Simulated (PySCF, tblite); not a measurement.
# C₂H₇Si radical: geometry, infrared bands and EPR parameters

Aim: predict the infrared bands and EPR parameters of C₂H₇Si radical (`CC[SiH2]`).

Computed with tblite 0.8.0 and PySCF 2.14.0, with density-fitted response routines of our own, on a single molecule in the gas phase. Atoms count from 0, in the outputs and in this text.

## (1) The molecule as given

10 atoms, charge 0, multiplicity 2; geometry from: force field or distance geometry start.

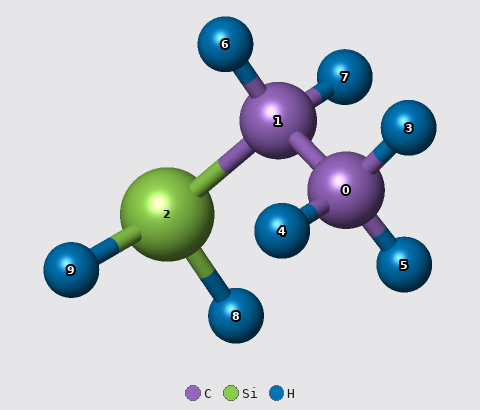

As it starts; carbon purple, silicon green, hydrogen blue, atoms numbered.

## (2) Geometry optimisation with GFN2-xTB

What the job is given:

```
{"job": {"kind": "relax", "xc": "GFN2-xTB", "basis": "xTB"}, "charge": 0, "multiplicity": 2}
C     -0.950800     0.649900     0.056400
C     -0.201200    -0.638200     0.291200
Si     1.591900    -0.652800    -0.256600
H     -1.989500     0.565300     0.410200
H     -0.496300     1.493400     0.589300
H     -1.004000     0.898400    -1.012100
H     -0.224800    -0.865800     1.369300
H     -0.718600    -1.454800    -0.199700
H      1.662600    -0.402400    -1.720700
H      2.339700     0.411600     0.450300
```

The run is started by

```sh
> OMP_NUM_THREADS=1 python probes_run.py task.json out
```

One launch serves the whole session: the jobs run in the order shown.

The program printed:

```text
step      E/eV     max force
  0    -258.64197    1.102
  1    -258.67314    0.650
  2    -258.68382    0.361
  3    -258.68987    0.291
  4    -258.69654    0.274
  5    -258.70158    0.179
  6    -258.70353    0.087
  7    -258.70425    0.057
  8    -258.70462    0.056
  9    -258.70490    0.054
 10    -258.70514    0.040
 11    -258.70529    0.032
 12    -258.70539    0.028
 13    -258.70546    0.024
 14    -258.70551    0.022
 15    -258.70553    0.012
 16    -258.70555    0.010
 17    -258.70556    0.008
```

Wall time 0.05 s (1 thread of Arm Neoverse V2, shared host).

Relaxation path:

```csv
step,energy from step 0 (eV),largest force (eV/Å)
0,0.0000,1.1024
1,-0.0312,0.6502
2,-0.0419,0.3605
3,-0.0479,0.2908
4,-0.0546,0.2742
5,-0.0596,0.1792
6,-0.0616,0.0871
7,-0.0623,0.0569
8,-0.0626,0.0563
9,-0.0629,0.0542
10,-0.0632,0.0399
11,-0.0633,0.0316
12,-0.0634,0.0278
13,-0.0635,0.0241
14,-0.0635,0.0220
15,-0.0636,0.0118
16,-0.0636,0.0103
17,-0.0636,0.0078
```

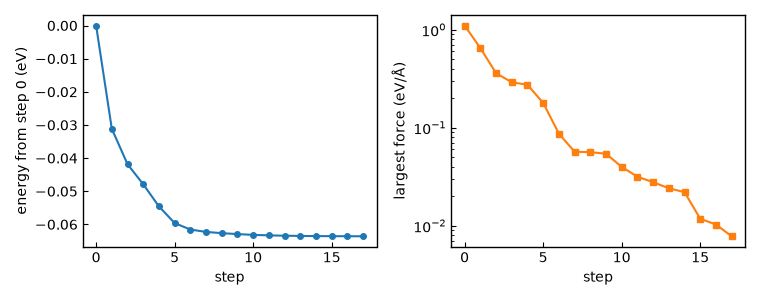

Energy and force, step by step.

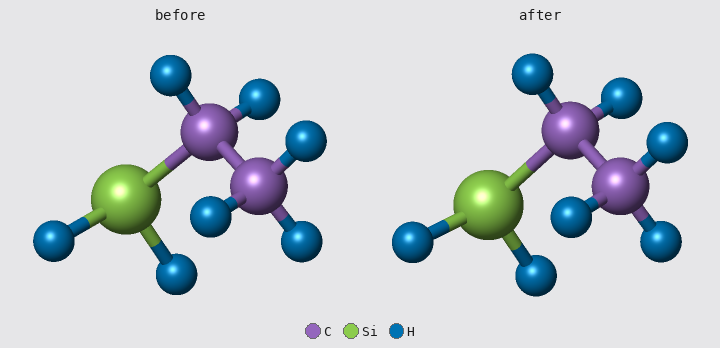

Before and after, at one scale.

Distances of close pairs at the start and the end, largest changes first:

```csv
bond,before (Å),after (Å),change (Å)
Si2–H8,1.487,1.459,-0.028
C1–Si2,1.875,1.899,+0.024
Si2–H9,1.480,1.459,-0.022
C0–C1,1.509,1.527,+0.018
C0–H3,1.101,1.090,-0.011
C1–H6,1.102,1.092,-0.010
C0–H5,1.098,1.088,-0.010
C0–H4,1.096,1.088,-0.008
```

The final coordinates are the input of the step that follows.

## (3) Vibrational analysis with GFN2-xTB

What the job is given:

```
{"job": {"kind": "ir", "xc": "GFN2-xTB", "basis": "xTB"}, "charge": 0, "multiplicity": 2}
C     -0.966139     0.650121     0.059284
C     -0.218309    -0.657074     0.312692
Si     1.581514    -0.571794    -0.285966
H     -1.996454     0.584511     0.407605
H     -0.485345     1.475743     0.580381
H     -0.982999     0.884401    -1.003371
H     -0.248471    -0.881921     1.380734
H     -0.744223    -1.470336    -0.191514
H      1.692648    -0.414177    -1.731713
H      2.376660     0.405181     0.449342
```

The program printed:

```text
mode    cm-1     km/mol
  1     125.0      0.23
  2     227.5      0.14
  3     259.8      0.14
  4     486.6     28.56
  5     536.1     54.56
  6     713.0      4.64
  7     738.7     51.15
  8     759.9    248.14
  9     987.0     14.49
 10    1018.7      5.66
 11    1060.2     16.15
 12    1243.9      2.69
 13    1289.4      0.32
 14    1418.6      0.50
 15    1484.2      0.41
 16    1511.8      0.39
 17    1516.5      4.04
 18    2284.9    125.13
 19    2298.8    565.17
 20    2963.4     41.58
 21    2978.2     24.12
 22    3003.0     60.58
 23    3021.2     59.02
 24    3028.8     21.01
```

Run time: 0.11 s. Hardware: 1 thread of Arm Neoverse V2, shared host.

Which atoms move in the most intense modes:

```csv
cm⁻¹,km/mol,atoms
536,54.6,"H9 39 %, H8 39 %, Si2 18 %"
739,51.1,"H7 27 %, H6 27 %, C1 18 %"
760,248.1,"H9 42 %, H8 42 %, Si2 11 %"
2285,125.1,"H9 50 %, H8 48 %"
2299,565.2,"H8 48 %, H9 47 %"
2963,41.6,"H7 46 %, H6 44 %"
3003,60.6,H3 84 %
3021,59.0,"H5 45 %, H4 45 %"
```

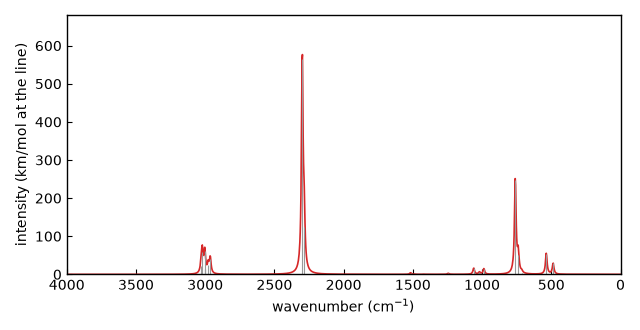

The infrared spectrum from these modes, unscaled. Lines are broadened to a width of 14 cm⁻¹ (Lorentzian).

## (4) g tensor and hyperfine couplings: B3LYP/pcH-1

Same as in step 3 but for these lines:

```diff
@@ -1,2 +1,2 @@
-{"job": {"kind": "ir", "xc": "GFN2-xTB", "basis": "xTB"}, "charge": 0, "multiplicity": 2}
+{"job": {"kind": "epr", "basis": "pcH-1"}, "charge": 0, "multiplicity": 2}
 C     -0.966139     0.650121     0.059284
```

With the program's defaults for keys left out, this is: UKS B3LYP, pcH-1 on C H Si, non-relativistic, mean-field spin-orbit, GIAO.

The program printed:

```text
UKS, coarse grid
  cycle   1  E = -369.85173759  |g| = 2.78e-01
  cycle   2  E = -369.82309243  |g| = 3.56e-01
  cycle   3  E = -369.88970996  |g| = 2.84e-02
  cycle   4  E = -369.89009784  |g| = 9.33e-03
  cycle   5  E = -369.89013268  |g| = 4.27e-03
  cycle   6  E = -369.89014190  |g| = 5.41e-04
UKS, final grid
  cycle   1  E = -369.89014069  |g| = 4.58e-04
  cycle   2  E = -369.89014066  |g| = 5.37e-04
  cycle   3  E = -369.89014080  |g| = 4.54e-05
  cycle   4  E = -369.89014080  |g| = 2.40e-05
E = -369.89014080 Eh   <S^2> = 0.7516 (exact 0.7500)
g shifts (ppm)      1          2          3
  rmc          -128       -128       -128
  gc              8         67         54
  oz_so         -74       1712       2044
  total        -194       1651       1970
hyperfine (MHz)  atom isotope    a_iso     a_fc   dipolar eigenvalues
    0   13C      43.84      43.85     -2.63     -2.54      5.17
    1   13C      15.58      15.55     -3.20     -3.12      6.33
    2  29Si    -401.57    -402.60   -178.79     89.39     89.40
    3    1H      24.89      24.89     -1.86     -0.93      2.78
    4    1H       0.59       0.59     -3.10     -0.99      4.10
    5    1H       0.60       0.60     -3.11     -0.99      4.10
    6    1H       2.20       2.20     -4.11     -2.34      6.45
    7    1H       2.14       2.13     -4.11     -2.34      6.44
    8    1H      23.13      23.10    -10.52      1.57      8.94
    9    1H      23.01      22.98    -10.51      1.57      8.94
```

Run time: 11 s. Hardware: 1 thread of Arm Neoverse V2, shared host; peak memory 0.6 GiB.

Principal g values 2.00212, 2.00397, 2.00429; g(iso) = 2.00346, against 2.00232 for a free electron.

Hyperfine couplings; where a row names several nuclei, a(iso) is their mean (it holds for fast rotation or exchange) and the dipolar term the largest among them:

```csv
nuclei,isotope,a(iso) (MHz),"a(iso) (G, at g = 2.0023)",largest dipolar term (MHz)
Si2,29Si,-401.6,-143.3,-178.8
C0,13C,43.8,15.6,5.2
"H8, H9",1H,23.1,8.2,-10.5
C1,13C,15.6,5.6,6.3
"H3, H4, H5",1H,8.7,3.1,4.1
"H6, H7",1H,2.2,0.8,6.5
```

Mulliken spin populations:

```csv
atom,value (e)
C0,0.01
C1,-0.01
Si2,1.01
H3,0.01
H4,0.00
H5,0.00
H6,0.00
H7,0.00
H8,-0.01
H9,-0.01
```

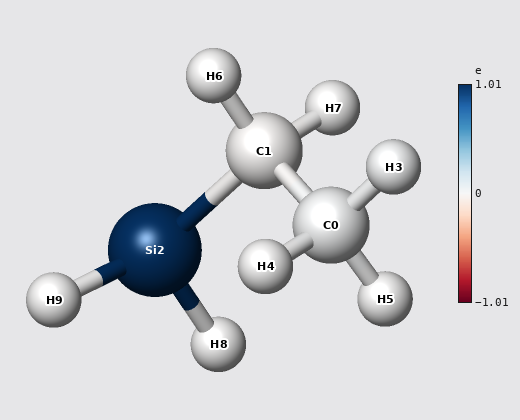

Mulliken spin populations, as colours on the atoms.

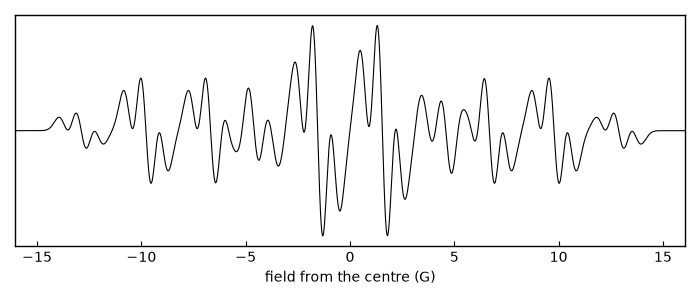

First-order isotropic spectrum (first derivative, main isotopes with spin only, couplings over 0.8 MHz, Gaussian width 0.3 G; couplings of the frozen geometry, rotation of groups not averaged beyond the rows shown).

Orbitals, density, ELF and potential are computed afterwards from the orbital file.

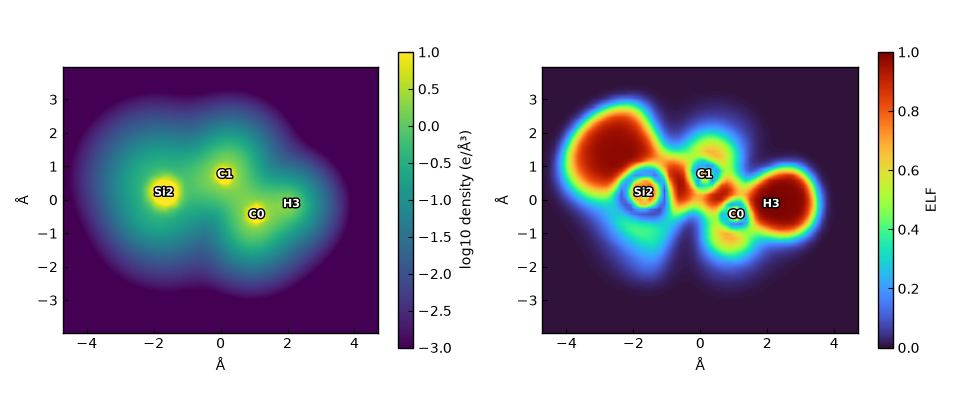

Density (left) and ELF (right) in a plane through or near 4 of the atoms.

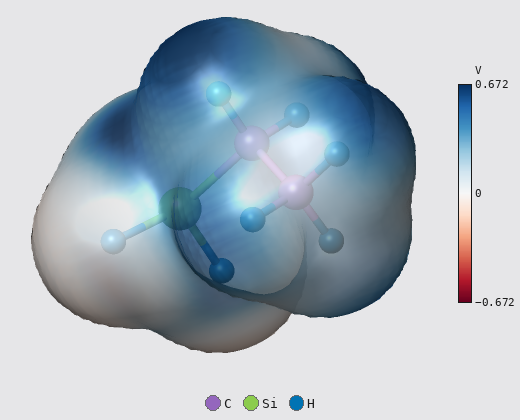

The potential that a unit positive charge feels on the 0.002 e/bohr³ surface, from -0.16 V near Si2 to 0.67 V near H6.

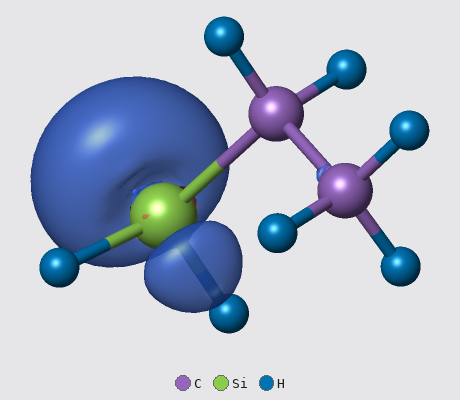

Spin density at ±0.05 e/Å³ (alpha excess blue, beta excess red).

## (5) What came out

| quantity | value |
| --- | --- |
| strongest single infrared mode (GFN2-xTB) | 2299 cm⁻¹, 565 km/mol |
| zero-point energy (GFN2-xTB) | 50.0 kcal/mol |
| g(iso) (B3LYP) | 2.00346 |
| ⟨S²⟩ | 0.752 (exact 0.75) |
| largest a(iso) (averaged by class) | 29Si on Si2, -401.6 MHz |
| potential on the surface of density 0.002 e/bohr³, 1st and 99th percentile | -0.16 V and 0.67 V |

In words: The optimisation took 17 steps and gained 0.064 eV; among the close pairs (by a distance rule), Si2–H8 changed most, from 1.487 to 1.459 Å. All 24 modes are real, so the xTB geometry is a minimum. The strongest single mode, at 2299 cm⁻¹, moves mainly H8 and H9. Unscaled tight-binding wavenumbers are off by several per cent, some by more. Its intensities can rank the bands wrongly. Most of the unpaired spin sits on Si2 (1.01 e). The isotropic g lies 1.1 ppt above the free-electron value. These values are for one conformer; the search (at its own cheap level) found 1 more, at 0.35 kcal/mol, and measured spectra average over such forms.
